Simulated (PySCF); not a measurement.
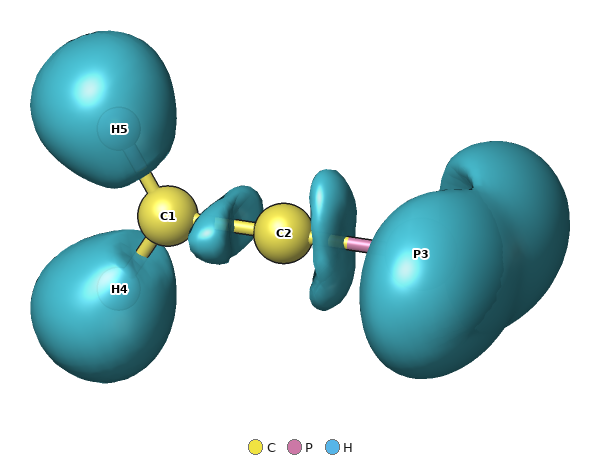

Figure 1: C2H2P (charge −1). Isosurface of the electron localisation function at 0.85 (cyan), seen at a tilt. Only the valence region is drawn (cores and ρ < 0.01 e/Å³ removed).

Geometry: PBE0-D4/def2-SVPD; the highest occupied orbital lies above zero, a sign that basis and functional describe the outermost electron poorly.

Level of theory: PySCF 2.14.0, Gaussian-basis quantum chemistry of an isolated molecule with PySCF, energy and nuclear gradient, functional PBE0.

```xyz
5

C    -1.7460   -1.2968    1.8315
C    -1.4381   -0.0454    1.4182
P    -1.0720    1.4421    0.9270
H    -1.0049   -1.9407    2.3190
H    -2.7491   -1.7174    1.6954
```

Question: Where are the electrons localised?

Answer: The surface consists of one region between bonded C–C atoms (shared pairs), one region between bonded C–P atoms (shared pairs), two regions around hydrogen nuclei and one ring or bowl of non-bonding electrons around P.

Values along the shortest contacts:
C–C (1.35 Å): the ELF peaks at about 0.95 between the atoms (a covalent bond). C–P (1.61 Å): the ELF peaks at about 0.90 between the atoms; a covalent bond.
